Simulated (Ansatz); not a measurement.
The calculation's input:

```
crystal:
  lattice:
    - [4.2371166887, -2.9687091142, -0.0008105562]
    - [4.2371166887, 2.9687091142, -0.0008105562]
    - [-2.9668593886, 0.0, 4.149628946]
  atoms:
    - { symbol: B, position: [0.8201001292, 0.3183205386, 0.9295595297] }
    - { symbol: B, position: [0.3183205386, 0.8201001292, 0.9295595297] }
    - { symbol: B, position: [0.1798998708, 0.6816794614, 0.0704404703] }
    - { symbol: B, position: [0.6816794614, 0.1798998708, 0.0704404703] }
    - { symbol: B, position: [0.0045976704, 0.0045976704, 0.6705353439] }
    - { symbol: B, position: [0.9954023296, 0.9954023296, 0.3294646561] }
    - { symbol: B, position: [0.9974755897, 0.6591001377, 0.6644437053] }
    - { symbol: B, position: [0.0025244103, 0.3408998623, 0.3355562947] }
    - { symbol: B, position: [0.6591001377, 0.9974755897, 0.6644437053] }
    - { symbol: B, position: [0.3408998623, 0.0025244103, 0.3355562947] }
    - { symbol: P, position: [0.2905403782, 0.2905403782, 0.1036121256] }
    - { symbol: P, position: [0.7094596218, 0.7094596218, 0.8963878744] }
basis:
  ecutwfc: 420
kpoints:
  mp_grid: { grid: [8, 8, 8] }
  band_path:
    path:
      - [[0.0, 0.0, 0.0], [-0.43551113, 0.43551113, 0.0]]
      - [[-0.56448887, -0.43551113, 0.0], [-0.5, -0.5, 0.0], [0.0, 0.0, 0.0], [-0.5, -0.5, 0.5], [-0.74377566, -0.25622434, 0.5]]
      - [[-0.25622434, 0.25622434, 0.5], [0.0, 0.0, 0.5], [0.0, 0.0, 0.0]]
      - [[-0.5, 0.0, 0.5], [0.0, 0.0, 0.0], [-0.5, 0.0, 0.0]]
    npoints: 10
hamiltonian:
  xc: pbe
scf:
  occupations: { method: gaussian, width: 0.1 }
  n_extra_bands: 30
output:
  forces: true
  stress: true
  eigenvalues: true
  populations: true
  dos: { projected: true, de: 0.02, nscf_kmesh: { grid: [10, 10, 10] } }
  bader: false
  write_density: true
  write_potential: true
  elf: true
  volumetric_format: npy
```

Command:

```sh
ansatz run input.yaml --threads 1 --pin off --max-ram 2560MiB --backend cpu --events-out ev --progress --plain --runs-dir out
```

Below, planes, directions and counts refer to the conventional cell (a = 8.47 Å, b = 5.94 Å, c = 5.10 Å, α = 90.00°, β = 125.57°, γ = 90.00°).

Space group C2/m; a generated structure, not necessarily the stable one.

Method: Ansatz 0.2.0, DFT PBE, scalar-relativistic, plane waves, PAW.

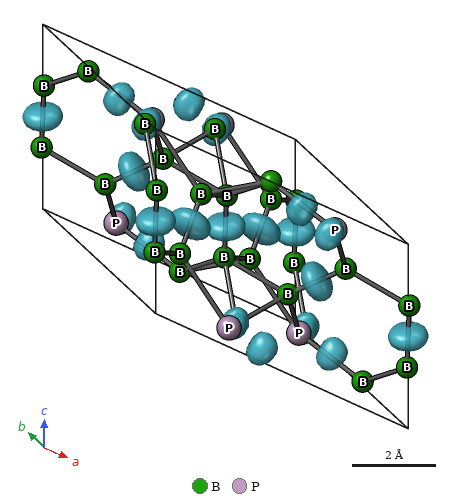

B$_{5}$P. Isosurface of the electron localisation function at 0.9 (cyan), seen at an oblique angle. Only the valence region is drawn (cores and ρ < 0.01 e/Å³ removed). Sticks mark near contacts.

Q: What do the ELF domains correspond to?

A: At this value the surface marks out six regions between bonded B–B atoms and eight regions between bonded B–P atoms, counted in one cell of 24 atoms. Regions shared between cells count once.

Values along the shortest contacts:
B–B (1.70 Å): the ELF peaks at about 0.80 between the atoms. B–P (1.97 Å): the ELF peaks at about 0.95 between the atoms.
